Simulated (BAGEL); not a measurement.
**CH2BN (SMILES BC#N), step by step**

Aim: a single-point energy (HF/6-31G*), then a single-point energy (NEVPT2(2,2)/6-31G*), then a single-point energy (CASPT2(2,2)/6-31G*) of CH2BN. 

The calculation is run with BAGEL 1.2.2.

2 further runs of the same task are left out: 2 set aside as unsound or not needed.

### 1 The system as given

CH2BN: 5 atoms, total charge 0, spin state singlet. As SMILES, `BC#N`. One bond was lengthened or shortened from a relaxed shape.

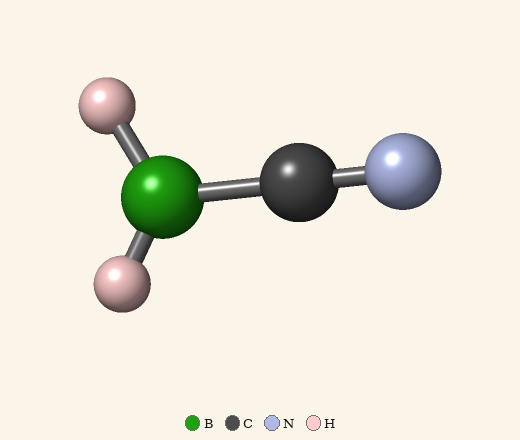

Viewed from a chosen angle; boron green, carbon dark grey, nitrogen light blue, hydrogen pink.

### 2 The energy at HF/6-31G(d) (density fitting with svp-jkfit, spherical functions) (run 1)

File job.json:

```json
{ "bagel" : [

{
  "title" : "molecule",
  "basis" : "6-31gs.json",
  "df_basis" : "svp-jkfit",
  "geometry" : [
    { "atom" : "B", "xyz" : [ -0.38778692,  1.14926151, -0.53070124 ] },
    { "atom" : "C", "xyz" : [  0.69294745, -1.00124682,  1.04268474 ] },
    { "atom" : "N", "xyz" : [  1.51271064, -2.63189149,  2.23604678 ] },
    { "atom" : "H", "xyz" : [ -1.38008211,  0.66946005, -2.48789058 ] },
    { "atom" : "H", "xyz" : [ -0.23791652,  2.93663440,  0.12339912 ] }
  ]
},
{
  "title" : "hf"
},
{
  "title" : "print",
  "file" : "orbitals.molden",
  "orbitals" : true
}

]}
```

The basis set 6-31G* is read from a file made from the Basis Set Exchange's data (not shown).

Run with:

```bash
$ BAGEL_NUM_THREADS=1 BAGEL job.json > job.out
```

Standard output:

```text
* using 1 threads per process

  ===============================================================
  ===============================================================

  *** Geometry ***

  { "atom" : "B", "xyz" : [     -0.387787,      1.149262,     -0.530701 ] },
  { "atom" : "C", "xyz" : [      0.692947,     -1.001247,      1.042685 ] },
  { "atom" : "N", "xyz" : [      1.512711,     -2.631891,      2.236047 ] },
  { "atom" : "H", "xyz" : [     -1.380082,      0.669460,     -2.487891 ] },
  { "atom" : "H", "xyz" : [     -0.237917,      2.936634,      0.123399 ] },

  Number of auxiliary basis functions:      263

  Since a DF basis is specified, we compute 2- and 3-index integrals:
    o Being stored without compression. Storage requirement is 0.004 GB

  Number of basis functions:       46
  Number of electrons      :       20

    * METHOD: MOLECULE                             0.05

  *** RHF ***

  === Nuclear Repulsion ===
    46.7514728425

      * DIIS with orbital gradients will be used.

  === RHF iteration (6-31gs.json) ===
      0       -117.98274248          0.02977156           0.01
      1       -118.03665546          0.02676651           0.01
      2       -118.12170656          0.00285285           0.01
[... 12 lines of this table left out ...]
     15       -118.12367940          0.00000000           0.01
    * SCF iteration converged.

    * Permanent dipole moment:
           (    0.437969,    -0.944385,     0.622398) a.u.

    * METHOD: HF                                   0.14

    * METHOD: PRINT                                0.01

  ===============================================================
```

Wall time 0.32 s (1 thread of Arm Neoverse V1, shared host); peak memory 0.15 GiB.

### 3 The energy at NEVPT2(2,2)/6-31G(d) (density fitting with svp-jkfit, spherical functions) (run 2)

File input.json:

```json
{ "bagel": [

{
  "title": "molecule",
  "basis": "6-31gs.json",
  "df_basis": "svp-jkfit",
  "geometry": [
    { "atom": "B", "xyz": [    -0.38778692,     1.14926151,    -0.53070124 ] },
    { "atom": "C", "xyz": [     0.69294745,    -1.00124682,     1.04268474 ] },
    { "atom": "N", "xyz": [     1.51271064,    -2.63189149,     2.23604678 ] },
    { "atom": "H", "xyz": [    -1.38008211,     0.66946005,    -2.48789058 ] },
    { "atom": "H", "xyz": [    -0.23791652,     2.93663440,     0.12339912 ] }
  ]
},

{ "title": "hf" },

{ "title": "nevpt2", "nstate": 1, "nact": 2, "nclosed": 9, "active": [6, 29], "maxiter": 200, "natocc": true, "ncore": 3 },

{ "title": "print", "file": "orbitals.molden", "orbitals": true }

]}
```

The basis set 6-31G* is read from a file made from the Basis Set Exchange's data (not shown).

Run with:

```bash
$ BAGEL_NUM_THREADS=1 BAGEL input.json > input.out
```

Standard output:

```text
* using 1 threads per process

  ===============================================================
  ===============================================================

  *** Geometry ***

[... 29 lines left out ...]
    * SCF iteration converged.
[... 1 line left out ...]
    * Permanent dipole moment:
[... 28 lines left out ...]
    * Second-order optimization converged. *
[... 9 lines left out ...]
     * ci vector, state   0, <S^2> = 0.0000
       2.     0.9978193094
       .2    -0.0660047403

  === DF-NEVPT2 calculation ===

    * 3-index integral transformation done
    * assembly done

      NEVPT2 correlation energy:   -0.3289505598      0.03

          (+0)     -0.3012399902
          (+0)'    -0.0036042793
          (+1)     -0.0028221569
          (+1)'    -0.0000000000
          (+2)     -0.0000775442
          (-1)     -0.0138664257
          (-1)'     0.0000000000
          (-2)     -0.0073401635

      NEVPT2 total energy:       -118.4630055485

    * METHOD: NEVPT2                               0.37

    * METHOD: PRINT                                0.01

  ===============================================================
```

Wall time 0.68 s (1 thread of Arm Neoverse V1, shared host); peak memory 0.15 GiB.

### 4 The energy at CASPT2(2,2)/6-31G(d) (density fitting with svp-jkfit, spherical functions) (run 3)

Changes to input.json since step 3:

```diff
@@ -15,7 +15,32 @@
 
-{ "title": "hf" },
+{
+  "title": "hf"
+},
 
-{ "title": "nevpt2", "nstate": 1, "nact": 2, "nclosed": 9, "active": [6, 29], "maxiter": 200, "natocc": true, "ncore": 3 },
+{
+  "title": "casscf",
+  "nstate": 1,
+  "nact": 2,
+  "nclosed": 9,
+  "active": [6, 29],
+  "maxiter": 200,
+  "natocc": true
+},
 
-{ "title": "print", "file": "orbitals.molden", "orbitals": true }
+{
+  "title": "print",
+  "file": "orbitals.molden",
+  "orbitals": true
+},
+
+{
+  "title": "smith",
+  "method": "caspt2",
+  "ms": true,
+  "xms": true,
+  "sssr": true,
+  "shift": 0.2,
+  "shift_imag": true,
+  "ncore": 3
+}
```

The basis set 6-31G* is read from a file made from the Basis Set Exchange's data (not shown).

Run with:

```bash
$ BAGEL_NUM_THREADS=1 BAGEL input.json > input.out
```

Standard output:

```text
* using 1 threads per process

  ===============================================================
  ===============================================================

  *** Geometry ***

[... 31 lines left out ...]
    * Permanent dipole moment:
[... 37 lines left out ...]
     * ci vector, state   0, <S^2> = 0.0000
[... 21 lines left out ...]
       #      aibj      arbs      arbi      airj      risj      airs      arst      rist         Etot      error   time
[... 10 lines left out ...]
      ------------------------------------------------------------------------------------------------------------------

    * CASPT2 energy : state  0     -118.4684868491
        w/o shift correction       -118.4661888328
        reference weight              0.8878957371

    * METHOD: SMITH                                0.13

  ===============================================================
```

Run time: 0.79 s. Hardware: 1 thread of Arm Neoverse V1, shared host; peak memory 0.15 GiB.

### 5 Results

| quantity | value |
| --- | --- |
| run 1, HF/6-31G*: total energy | -118.12368 Eh |
| run 1, HF/6-31G*: dipole moment | 3.08 D |
| run 1, HF/6-31G*: HOMO energy | -12.81 eV |
| run 1, HF/6-31G*: LUMO energy | 0.87 eV |
| run 1, HF/6-31G*: HOMO–LUMO gap | 13.67 eV |
| run 2, NEVPT2(2,2)/6-31G*: total energy | -118.46301 Eh |
| run 3, CASPT2(2,2)/6-31G*: total energy | -118.46849 Eh |
